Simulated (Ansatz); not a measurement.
```yaml
crystal:
  periodic: [false, false, false]
  atoms:
    - {symbol: P, position_ang: [0.344338, -1.085620, 0.023795]}
    - {symbol: P, position_ang: [-0.235579, 1.091193, 0.081435]}
    - {symbol: H, position_ang: [-0.497189, -1.435191, 0.904921]}
    - {symbol: H, position_ang: [-0.707133, -1.489462, -1.186440]}
    - {symbol: H, position_ang: [0.671521, 1.551151, -0.957184]}
    - {symbol: H, position_ang: [0.395954, 1.339144, 1.146842]}
basis:
  gaussian: {orbitals: def2-TZVPP}
hamiltonian: {xc: {name: wB97M-V}}
output: {forces: true}
```

Geometry: atoms displaced at random (about 0.09 Å) from a stationary point of PBE0-D4.

Describe the molecule in this file.

Formula P2H4. As SMILES it reads `PP`. It has no ring. Coordination: 2 P trigonal pyramidal.

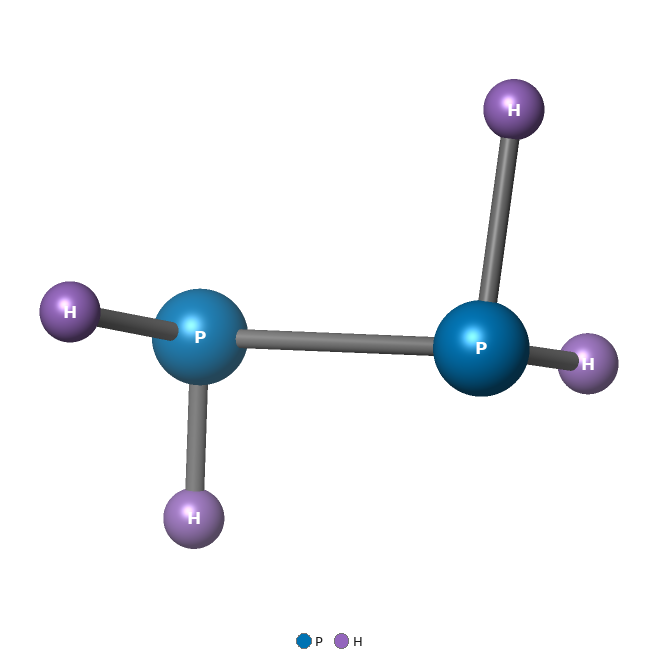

Figure made from data computed with Ansatz.
